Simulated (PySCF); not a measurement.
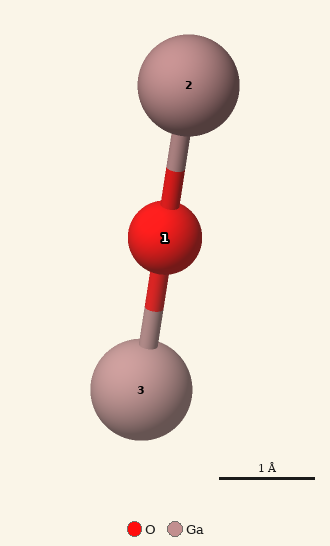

**Figure 1.** The structure as given in the input (ball-and-stick view, seen at an oblique angle; atoms are numbered from 1 in the order of the input). Sticks mark near contacts. Bond lengths as drawn: Ga–O 1.80 Å.

## Ga₂O: frequency calculation

- system: Ga₂O
- method: RKS-based PBE0, O def2-TZVP, Ga def2-TZVP; non-relativistic Hamiltonian; density fitting (PySCF 2.14.0)

The program's output:
```
init E= -3924.45600675395
  HOMO = -0.231790610357237  LUMO = -0.0384771486986543  gap/eV = 5.26033
cycle= 1 E= -3924.45600675394  delta_E= 5.46e-12  |g|= 1.24e-06  |ddm|= 1.5e-06
  HOMO = -0.231790648162495  LUMO = -0.0384771760474145  gap/eV = 5.26033
Extra cycle  E= -3924.45600675395  delta_E= -5.46e-12  |g|= 1.55e-06  |ddm|= 1.49e-06
converged SCF energy = -3924.45600675395
```

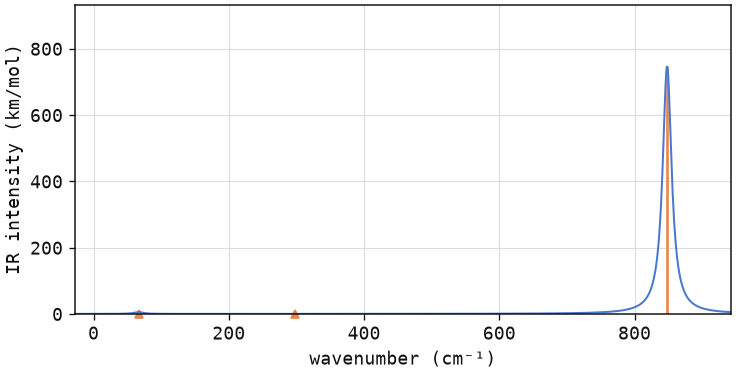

**Figure 2.** Harmonic infrared spectrum, unscaled: sticks (degenerate modes added up, dark ones marked on the axis) with a Lorentzian envelope of 16 cm⁻¹ full width, scaled to the tallest stick. 4 modes from 67 to 848 cm⁻¹, none imaginary. The strongest line is at 848 cm⁻¹ (746 km/mol). All modes, in cm⁻¹ (km/mol): 67 (2.8), 67 (2.8), 297 (0.0), 848 (746).

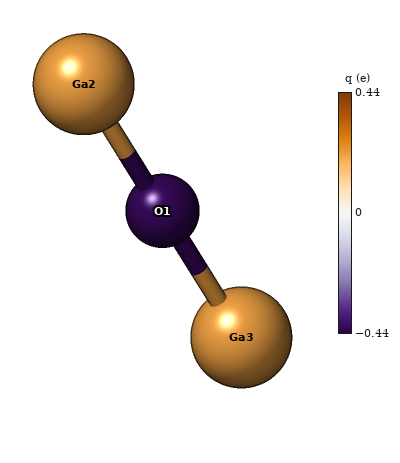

**Figure 3.** Mulliken charges, as the colour of each atom (ball-and-stick view, seen at an oblique angle; atoms are numbered from 1 in the order of the input). By element: O −0.42 and Ga +0.21 e.

This output came from the following input.

Input:
```python
from pyscf import gto, scf, dft
mol = gto.M(atom='''
O      0.000000     0.000000     0.000000
Ga     1.801002     0.000000     0.000000
Ga    -1.801002     0.000000     0.000000''',
    basis={'O': 'def2-TZVP', 'Ga': 'def2-TZVP'},
    charge=0, spin=0)
mf = dft.RKS(mol, xc='PBE0')
mf.grids.atom_grid = (75, 302)
aux = {'O': 'def2-universal-JKFIT', 'Ga': 'def2-universal-JKFIT'}
mf = mf.density_fit(auxbasis=aux)
mf.conv_tol = 1e-09
mf.diis_space = 10
mf.max_cycle = 60
mf.verbose = 4
mf.kernel()
```

The script is an equivalent of the set-up of the self-consistent field. The run itself was carried out by a driver, which started from the orbitals of the step before it where there was one and computed the further properties.

Launch command:
```bash
OMP_NUM_THREADS=4 python axn.py task.json out
```

Results in brief:

| quantity | value |
| --- | --- |
| outcome | converged |
| total energy | −3924.456007 hartree |
| HOMO | −6.31 eV |
| LUMO | −1.05 eV |
| zero-point energy | 0.002913 hartree |
| dipole moment | 0.00 D |
| wavenumbers, lowest and highest | 67 and 848 cm⁻¹ |
| hardware | 4 threads of Arm Neoverse V1, 24 GiB of memory available, shared host |
| wall time | 23 s (CPU time 65 s) |
| peak memory | 1.1 GiB |
